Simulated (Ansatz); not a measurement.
# La2PbS4 (I-42d): the host for defect calculations, part 2 of 4

Aim: the runs on the perfect crystal La2PbS4 (I-42d) that a defect calculation needs first.

Ansatz 0.2.0; plane-wave PAW DFT, PBEsol; relaxation of the host's cell and atoms (the session's first sound run).

So far: Starting point; Host cell relaxation. The relaxed cell has a = 8.687, c = 8.646 Å (conventional setting).

### Step 3. Dielectric tensors of the host

The response to a uniform electric field gives the electronic dielectric tensor.

This step: plane-wave PAW DFPT, PBEsol; dielectric tensors, Born charges and zone-centre modes of the host (Ansatz 0.2.0).

eps/input.yaml reads:

```yaml
crystal:
  lattice:
    - [-4.343501773, 4.343501773, 4.3230702818]
    - [4.343501773, -4.343501773, 4.3230702818]
    - [4.343501773, 4.343501773, -4.3230702818]
  atoms:
    - { symbol: La, position: [0.375, 0.259878204, 0.384878204] }
    - { symbol: La, position: [0.875, 0.990121796, 0.615121796] }
    - { symbol: La, position: [0.740121796, 0.125, 0.115121796] }
    - { symbol: La, position: [0.009878204, 0.625, 0.884878204] }
    - { symbol: Pb, position: [0.25, 0.75, 0.5] }
    - { symbol: Pb, position: [0.5, 0.5, 0.0] }
    - { symbol: S, position: [0.2706271131, 0.0231724561, 0.9053922814] }
    - { symbol: S, position: [0.6322198254, 0.2268275439, 0.7474546571] }
    - { symbol: S, position: [0.4793728869, 0.8847651683, 0.2525453429] }
    - { symbol: S, position: [0.7731724561, 0.5206271131, 0.4053922814] }
    - { symbol: S, position: [0.6347651683, 0.7293728869, 0.7525453429] }
    - { symbol: S, position: [0.1152348317, 0.3677801746, 0.5946077186] }
    - { symbol: S, position: [0.9768275439, 0.8822198254, 0.2474546571] }
    - { symbol: S, position: [0.1177801746, 0.3652348317, 0.0946077186] }
basis:
  ecutwfc: 420
hamiltonian:
  xc: pbesol
kpoints:
  mp_grid: { grid: [4, 4, 4] }
scf:
  occupations: { method: fixed }
  max_iter: 100
phonons:
  method: dfpt
  dielectric: true
  rigid_motions: translations
```

Launch:

```console
$ ansatz run input.yaml --threads 4 --pin off --max-ram 7536MiB --backend cpu --events-out ev --progress --plain --runs-dir out
```

Numbers of over 12 decimals in the logs are rounded to 6 here.

The log of the run:

```text
[...]
Crystal: 14 atoms, lattice volume = 326.236 Å³
Basis set: ecut = 420 eV, 6427 PW (Γ), exchange–correlation on 120×120×120 points (8 copies of the dense FFT grid, shifted against one another)
Bands: 74, of which v1, the nominal top of the filled ones, is band 60 counted from 1 (59 counted from 0)
Symmetry: 8 space group operations
k-points: 36 of 64 (irreducible under 1 space group operation, time reversal used)
[...]
SCF iter   1: F=—  HF=-55258.715816 eV  |F-HF|=—  |Δ(HF+E_count)|=         —  Δρ=5.57e-3  dr2=1.45e-1  ethr=1.77e-3  ⟨swp⟩=6.1  Hψ=10606  notcnv=0  defer=381
[...]
SCF iter   9: F=-55258.685983 eV  HF=-55258.685983 eV  |F-HF|=7.28e-12  |Δ(HF+E_count)|=  2.91e-11  Δρ=8.38e-8  dr2=2.59e-11  ethr=1.00e-12  ⟨swp⟩=24.1  Hψ=22378  notcnv=0
SCF 1 converged in 9 iterations: F = -55258.685983 eV  dr2 = 2.59e-11
[...]
NSCF: frozen V_eff on 1 k-points
DFPT response loops at Γ: preconditioner auto → Resta (q_TF=auto, 2.309 Å⁻¹)  ε∞=5.2 (no band partly filled); β = 1.00, the filter's whole step (`scf.mixing.beta` (0.50) is not read by the response loops at its default; [...]
── the response to a field inside a basis, on 4×4×4 k-points: an SCF that follows is theirs, and a resumed run solves both again ──
Bands: 61, of which v1, the nominal top of the filled ones, is band 60 counted from 1 (59 counted from 0)
k-points: 11 of 64 (time reversal used)
[...]
Eigensolver: Dense (11 Hₖ)
SCF iter   1: F=—  HF=-55258.108593 eV  |F-HF|=—  |Δ(HF+E_count)|=         —  Δρ=5.07e-4  dr2=3.72e-4  ethr=1.00e-1
[...]
SCF iter   5: F=-55258.108668 eV  HF=-55258.108668 eV  |F-HF|=1.10e-8  |Δ(HF+E_count)|=   1.59e-7  Δρ=2.66e-6  dr2=2.96e-8  ethr=3.15e-10
SCF 1 converged in 5 iterations: F = -55258.108668 eV  dr2 = 2.96e-8
[...]
SCF converged after 9 iterations
Free energy (F): -55258.685983 eV
[...]
Internal energy: -55258.685983 eV  (E = F + TS)
E sigma→0 (E₀):  -55258.685983 eV
Fermi energy:    9.230052 eV
[...]
--- Band table (eV; the first three rows and the last of 36) ---
[...]
[... further k-points left out ...]
--- Phonons (Γ-DFPT): 8 representative perturbations + reference, on 36 of 64 k-points (Σ response iterations 32) ---
  k mesh reduced under 1 symmetry operation, with k and −k counted as one. Each operation leaves every solved perturbation unchanged. A smaller set is not considered because the run solves the response to a homogeneous field
  ASR residual: 2.847e-5 → 0.000e0 eV/Å²; symmetrization residual: 5.478e-6 eV/Å²
  ASR residual per site (eV/Å²): 2.85e-5 2.85e-5 2.85e-5 2.85e-5 2.80e-5 2.80e-5 6.50e-6 6.50e-6 6.50e-6 6.50e-6 6.50e-6 6.50e-6 6.50e-6 6.50e-6
  Γ frequencies (cm⁻¹): 0.00 0.00 0.00 42.55 56.08 57.06 57.06 67.63 67.63 83.68 86.62 108.04 108.23 108.23 113.07 114.43 114.43 129.64 141.85 141.85 144.43 144.43 162.88 173.56 180.49 181.71 181.71 185.34 190.55 190.55 207.49 208.90 215.37 222.75 222.75 [...]
  ε∞ (high-frequency dielectric tensor):
        9.965475    -0.000000     0.000000
       -0.000000     9.965475     0.000000
        0.000000     0.000000     9.645418
  ε⁰ (static dielectric tensor: ions relaxed, cell fixed):
       38.654025     0.000000    -0.000000
        0.000000    38.654025    -0.000000
       -0.000000    -0.000000    35.030478
  ε⁰ − ε∞ (ionic part):
       28.688550     0.000000    -0.000000
        0.000000    28.688550    -0.000000
       -0.000000    -0.000000    25.385061
  softest optical mode at Γ: 42.55 cm⁻¹; the repairs (sum rule, projections) moved no ω² at Γ by more than (1.43 cm⁻¹)²
  Born effective charges Z* (e; rows j = field, columns β = displacement):
    site 0:
         4.25427    0.00000   -0.00000
         0.00000    4.06940    0.15131
         0.00000    0.05138    4.32679
    site 1:
         4.25427    0.00000   -0.00000
         0.00000    4.06940   -0.15131
         0.00000   -0.05138    4.32679
    site 2:
         4.06940    0.00000   -0.15131
         0.00000    4.25427   -0.00000
        -0.05138   -0.00000    4.32679
    site 3:
         4.06940   -0.00000    0.15131
        -0.00000    4.25427   -0.00000
         0.05138   -0.00000    4.32679
    site 4:
         4.14369    0.20263   -0.00000
        -0.20263    4.14369    0.00000
         0.00000    0.00000    4.05348
    site 5:
         4.14369   -0.20263   -0.00000
         0.20263    4.14369    0.00000
        -0.00000    0.00000    4.05348
    site 6:
        -3.23184   -0.30825   -0.23911
        -0.24032   -3.00184   -0.17446
        -0.19080   -0.18454   -3.17677
    site 7:
        -3.23184    0.30825   -0.23911
         0.24032   -3.00184    0.17446
        -0.19080    0.18454   -3.17677
    site 8:
        -3.23184    0.30825    0.23911
         0.24032   -3.00184   -0.17446
         0.19080   -0.18454   -3.17677
    site 9:
        -3.00184   -0.24032   -0.17446
        -0.30825   -3.23184   -0.23911
        -0.18454   -0.19080   -3.17677
    site 10:
        -3.00184    0.24032   -0.17446
[...]
site 11:
[...]
site 12:
[...]
site 13:
[...]
Z* charge neutrality: 4.698e-2 e pre-enforcement
  solved inside a basis spanned on kpoints, on 4×4×4 k-points, its susceptibility summed on 8×8×8: ε∞ is read to err by 3.7e-2, Z* by 3.3e-2 e (field_mesh: kpoints solves on kpoints); Z* is corrected for what the basis lacks
  optical modes at Γ without the LO–TO term, one row a degenerate level:
      ω (cm⁻¹)  modes    IR ((D/Å)²/amu)
[...]
optical modes at Γ + LO–TO along q̂ = [1.0000, 0.0000, 0.0000]:
      ω (cm⁻¹)  modes    IR ((D/Å)²/amu)
[...]
optical modes at Γ + LO–TO along q̂ = [0.0000, 1.0000, 0.0000]:
      ω (cm⁻¹)  modes    IR ((D/Å)²/amu)
[...]
optical modes at Γ + LO–TO along q̂ = [0.0000, 0.0000, 1.0000]:
      ω (cm⁻¹)  modes    IR ((D/Å)²/amu)
[...]
190.55      2             5.2221
        207.49      1             0.0000
        208.65      1             0.0427
        215.37      1             0.0000
        222.75      2             1.0560
        229.80      1             0.0000
        239.93      1             0.0000
        241.21      1             0.0000
        261.51      1             0.0000
        267.27      2             0.7473
        273.96      1             0.0000
        285.85      1            73.3634
```

Wall time 12 min (4 threads of Arm Neoverse V1, shared host); peak memory 4.7 GiB.

The column dr2 measures how far the density is from self-consistency, as an energy; F and HF (Harris–Foulkes) agree once it is small.

Electronic dielectric tensor:

```
9.97 0.00 0.00
0.00 9.97 0.00
0.00 0.00 9.65
```

Static dielectric tensor:

```
38.65  0.00  0.00
 0.00 38.65  0.00
 0.00  0.00 35.03
```

The principal values of the electronic dielectric tensor are 9.65, 9.97 and 9.97. The principal values of the static dielectric tensor are 35.03, 38.65 and 38.65.

### Step 4. Primitive cell on a dense mesh

A dense mesh gives the host's converged energy, against which the supercell's sampling is tested.

This step: plane-wave PAW DFT, PBEsol; single point of the host's primitive cell on a dense mesh (Ansatz 0.2.0).

dense/input.yaml, as its differences from eps/input.yaml of step 3:

```diff
@@ -22,2 +22,3 @@
   ecutwfc: 420
+  xc_grid: 2
 hamiltonian:
@@ -25,9 +26,5 @@
 kpoints:
-  mp_grid: { grid: [4, 4, 4] }
+  mp_grid: { grid: [5, 5, 5] }
 scf:
-  occupations: { method: fixed }
-  max_iter: 100
-phonons:
-  method: dfpt
-  dielectric: true
-  rigid_motions: translations
+  occupations: { method: fermi_dirac, width: 0.01 }
+  max_iter: 80
```

The log of the run:

```text
[...]
Crystal: 14 atoms, lattice volume = 326.236 Å³
Basis set: ecut = 420 eV, 6427 PW (Γ), exchange–correlation on 108×108×108 points (8 copies of the dense FFT grid, shifted against one another)
Bands: 74, of which v1, the nominal top of the filled ones, is band 60 counted from 1 (59 counted from 0)
Symmetry: 8 space group operations
[...]
k-points: 18 of 125 (time reversal used)
[...]
SCF iter   1: F=—  HF=-55258.716237 eV  |F-HF|=—  |Δ(HF+E_count)|=         —  Δρ=5.56e-3  dr2=1.45e-1  ethr=1.77e-3  ⟨swp⟩=9.1  Hψ=6915  notcnv=0  defer=2
[...]
SCF iter   7: F=-55258.685963 eV  HF=-55258.685963 eV  |F-HF|=4.15e-9  |Δ(HF+E_count)|=   6.50e-9  Δρ=1.83e-6  dr2=1.08e-8  ethr=2.72e-10  ⟨swp⟩=3.0  Hψ=2459  notcnv=0
SCF 1 converged in 7 iterations: F = -55258.685963 eV  dr2 = 1.08e-8
[...]
SCF converged after 7 iterations
Free energy (F): -55258.685963 eV
[...]
Internal energy: -55258.685963 eV  (E = F + TS)
E sigma→0 (E₀):  -55258.685963 eV
Fermi energy:    10.295600 eV
[...]
```

Wall time 12 s (4 threads); peak memory 1 GiB.

### Step 5. Self-consistent run

This step: plane-wave PAW DFT, PBEsol; single point of the defect-free supercell, a test of its k-points (Ansatz 0.2.0).

System of this step: La2PbS4 (I-42d). The cell holds 56 atoms: 16 La, 8 Pb and 32 S. Its edges and angles: a = 12.256 Å, b = 12.256 Å, c = 12.285 Å, α = 59.9°, β = 59.9°, γ = 60.2°.

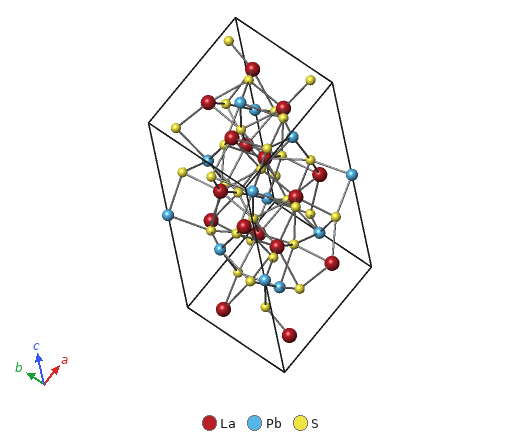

The cell of this step (lanthanum red, lead blue, sulfur yellow). Some periodic images of atoms are drawn too.

pristine.sampling/input.yaml reads:

```yaml
crystal:
  lattice:
    - [0.0, 8.687003546, 8.6461405635]
    - [8.687003546, 0.0, 8.6461405635]
    - [8.687003546, 8.687003546, 0.0]
  atoms:
    - { symbol: La, position: [0.120060898, 0.004939102, 0.129939102] }
    - { symbol: La, position: [0.370060898, 0.254939102, 0.379939102] }
    - { symbol: La, position: [0.620060898, 0.504939102, 0.629939102] }
    - { symbol: La, position: [0.870060898, 0.754939102, 0.879939102] }
    - { symbol: La, position: [0.004939102, 0.120060898, 0.745060898] }
    - { symbol: La, position: [0.254939102, 0.370060898, 0.995060898] }
    - { symbol: La, position: [0.504939102, 0.620060898, 0.245060898] }
    - { symbol: La, position: [0.754939102, 0.870060898, 0.495060898] }
    - { symbol: La, position: [0.245060898, 0.629939102, 0.620060898] }
    - { symbol: La, position: [0.495060898, 0.879939102, 0.870060898] }
    - { symbol: La, position: [0.745060898, 0.129939102, 0.120060898] }
    - { symbol: La, position: [0.995060898, 0.379939102, 0.370060898] }
    - { symbol: La, position: [0.129939102, 0.745060898, 0.004939102] }
    - { symbol: La, position: [0.379939102, 0.995060898, 0.254939102] }
    - { symbol: La, position: [0.629939102, 0.245060898, 0.504939102] }
    - { symbol: La, position: [0.879939102, 0.495060898, 0.754939102] }
    - { symbol: Pb, position: [0.125, 0.625, 0.375] }
    - { symbol: Pb, position: [0.375, 0.875, 0.625] }
    - { symbol: Pb, position: [0.625, 0.125, 0.875] }
    - { symbol: Pb, position: [0.875, 0.375, 0.125] }
    - { symbol: Pb, position: [0.0, 0.0, 0.5] }
    - { symbol: Pb, position: [0.25, 0.25, 0.75] }
    - { symbol: Pb, position: [0.5, 0.5, 0.0] }
    - { symbol: Pb, position: [0.75, 0.75, 0.25] }
    - { symbol: S, position: [0.2208291505, 0.9733744934, 0.8555943188] }
    - { symbol: S, position: [0.4708291505, 0.2233744934, 0.1055943188] }
    - { symbol: S, position: [0.7208291505, 0.4733744934, 0.3555943188] }
    - { symbol: S, position: [0.9708291505, 0.7233744934, 0.6055943188] }
    - { symbol: S, position: [0.2305943188, 0.8252020373, 0.3458291505] }
    - { symbol: S, position: [0.4805943188, 0.0752020373, 0.5958291505] }
    - { symbol: S, position: [0.7305943188, 0.3252020373, 0.8458291505] }
    - { symbol: S, position: [0.9805943188, 0.5752020373, 0.0958291505] }
    - { symbol: S, position: [0.0752020373, 0.4805943188, 0.8483744934] }
    - { symbol: S, position: [0.3252020373, 0.7305943188, 0.0983744934] }
    - { symbol: S, position: [0.5752020373, 0.9805943188, 0.3483744934] }
    - { symbol: S, position: [0.8252020373, 0.2305943188, 0.5983744934] }
    - { symbol: S, position: [0.0983744934, 0.8458291505, 0.7305943188] }
    - { symbol: S, position: [0.3483744934, 0.0958291505, 0.9805943188] }
    - { symbol: S, position: [0.5983744934, 0.3458291505, 0.2305943188] }
    - { symbol: S, position: [0.8483744934, 0.5958291505, 0.4805943188] }
    - { symbol: S, position: [0.1055943188, 0.2002020373, 0.2233744934] }
    - { symbol: S, position: [0.3555943188, 0.4502020373, 0.4733744934] }
    - { symbol: S, position: [0.6055943188, 0.7002020373, 0.7233744934] }
    - { symbol: S, position: [0.8555943188, 0.9502020373, 0.9733744934] }
    - { symbol: S, position: [0.0958291505, 0.3483744934, 0.5752020373] }
    - { symbol: S, position: [0.3458291505, 0.5983744934, 0.8252020373] }
    - { symbol: S, position: [0.5958291505, 0.8483744934, 0.0752020373] }
    - { symbol: S, position: [0.8458291505, 0.0983744934, 0.3252020373] }
    - { symbol: S, position: [0.2002020373, 0.1055943188, 0.4708291505] }
    - { symbol: S, position: [0.4502020373, 0.3555943188, 0.7208291505] }
    - { symbol: S, position: [0.7002020373, 0.6055943188, 0.9708291505] }
    - { symbol: S, position: [0.9502020373, 0.8555943188, 0.2208291505] }
    - { symbol: S, position: [0.2233744934, 0.4708291505, 0.2002020373] }
    - { symbol: S, position: [0.4733744934, 0.7208291505, 0.4502020373] }
    - { symbol: S, position: [0.7233744934, 0.9708291505, 0.7002020373] }
    - { symbol: S, position: [0.9733744934, 0.2208291505, 0.9502020373] }
basis:
  ecutwfc: 420
  xc_grid: 2
hamiltonian:
  xc: pbesol
kpoints:
  mp_grid: { grid: [1, 1, 1], shift: [0.25, 0.25, 0.25] }
scf:
  occupations: { method: fermi_dirac, width: 0.01 }
  max_iter: 80
```

The log of the run:

```text
[...]
Crystal: 56 atoms, lattice volume = 1304.945 Å³
Basis set: ecut = 420 eV, 25557 PW (Γ), exchange–correlation on 180×180×180 points (8 copies of the dense FFT grid, shifted against one another)
Bands: 296, of which v1, the nominal top of the filled ones, is band 240 counted from 1 (239 counted from 0)
Symmetry: 8 space group operations
k-points: 1
[...]
SCF iter   1: F=—  HF=-221035.039238 eV  |F-HF|=—  |Δ(HF+E_count)|=         —  Δρ=5.63e-3  dr2=6.01e-1  ethr=1.77e-3  ⟨swp⟩=10.0  Hψ=1517  notcnv=0  defer=12
[...]
SCF iter   7: F=-221034.914730 eV  HF=-221034.914730 eV  |F-HF|=5.10e-8  |Δ(HF+E_count)|=   5.28e-8  Δρ=2.42e-6  dr2=1.39e-7  ethr=2.08e-10  ⟨swp⟩=3.0  Hψ=618  notcnv=0
SCF 1 converged in 7 iterations: F = -221034.914730 eV  dr2 = 1.39e-7
[...]
SCF converged after 7 iterations
Free energy (F): -221034.914730 eV
[...]
Internal energy: -221034.914730 eV  (E = F + TS)
E sigma→0 (E₀):  -221034.914730 eV
Fermi energy:    10.342834 eV
[...]
```

Run time: 18 s. Hardware: 4 threads; peak memory 2.5 GiB; 70 s of CPU time.

Numbers from this step:

```
energy over dense mesh : -0.003051 eV/atom
```

(Part 2 of 4 ends here.)

[Logs are printed without paths, hosts, clocks, repeated set-up lines and the standing remarks that a program may print on its own settings, such as how far it seeks lower states.]

[Hosts, paths, dates, database ids (printed as entryN), source tags and the programs' standing remarks are cut or masked in the printed files.]

[Runs of the host that timed out are not shown.]

[For some hosts the program warned that the k-mesh of the response run may be too coarse for force constants and the static dielectric constant; such warnings are not always shown.]
